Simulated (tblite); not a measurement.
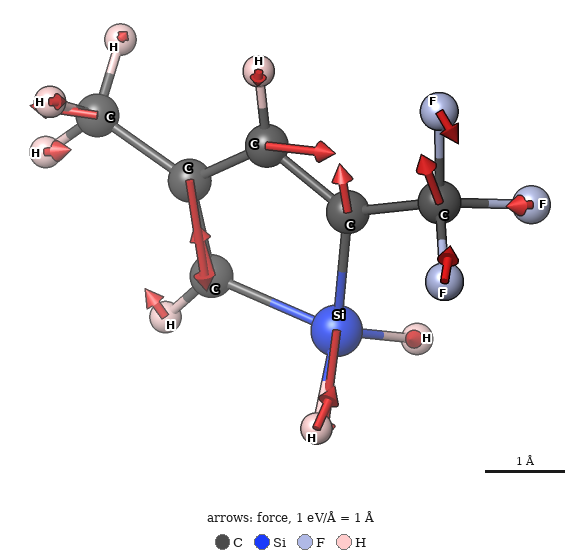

Starting geometry of C6H7F3Si with the computed forces as red arrows. The picture is a ball-and-stick view, seen from a free direction.

These are results of GFN2-xTB geometry optimisation, gas phase (tblite 0.8.0), not measurements. 

Q: Is this structure relaxed? If not, where do the atoms go?

A: It isn't relaxed: the largest force vector, on a C atom, is 1.56 eV/Å. The final displacements follow the starting forces only in part (cosine between the two patterns 0.31). Over 32 geometry steps the energy falls by 17.4 kJ/mol. The largest move after the best rigid fit is that of an H atom, 0.15 Å. By element the largest moves are H 0.15 Å, F 0.12 Å, Si 0.12 Å, C 0.07 Å. Among the contacts that change: C–Si 1.845 → 1.896 Å, H–Si 1.500 → 1.460 Å, C–C 1.365 → 1.344 Å, C–C 1.476 → 1.492 Å. Among the angles between lasting bonds that change: Si–C–C 118.0° → 125.1°, C–C–C 130.3° → 124.4°, Si–C–H 122.1° → 127.5°.
